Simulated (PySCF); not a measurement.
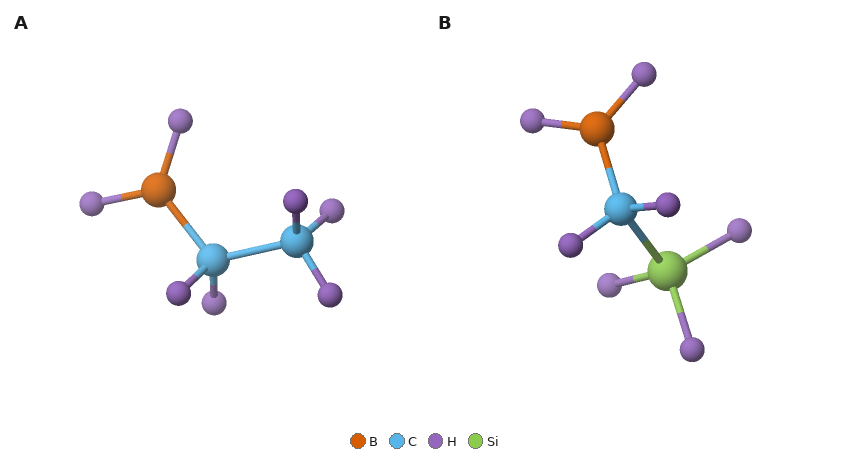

Two related species, optimised with PBE0-D3(BJ)/def2-SVP; properties computed with PySCF 2.14.0. Both: charge 0, singlet.

**What are A and B?**

A is C2H7B (BCC), B is CH7BSi (BC[SiH3]).

Compare them. With ωB97X-D/def2-SVPD: dipole moment (D), HOMO–LUMO gap (eV), HOMO energy (Kohn–Sham orbital) (eV), lowest vertical singlet excitation (eV), mean static polarisability (bohr³). With PBE0-D3(BJ)/def2-SVP: mean B–C length (Å), mean B–H length (Å).

| quantity | A | B |
| --- | --- | --- |
| dipole moment (D) | 0.68 | 0.90 |
| HOMO–LUMO gap (eV) | 11.44 | 11.41 |
| HOMO energy (Kohn–Sham orbital) (eV) | −10.72 | −10.93 |
| lowest vertical singlet excitation (eV) | 5.90 | 5.98 |
| mean static polarisability (bohr³) | 41.5 | 56.5 |
| mean B–C length (Å) | 1.557 | 1.539 |
| mean B–H length (Å) | 1.212 | 1.211 |

Each is one conformer, and no frequency run is at hand to confirm it as a minimum.
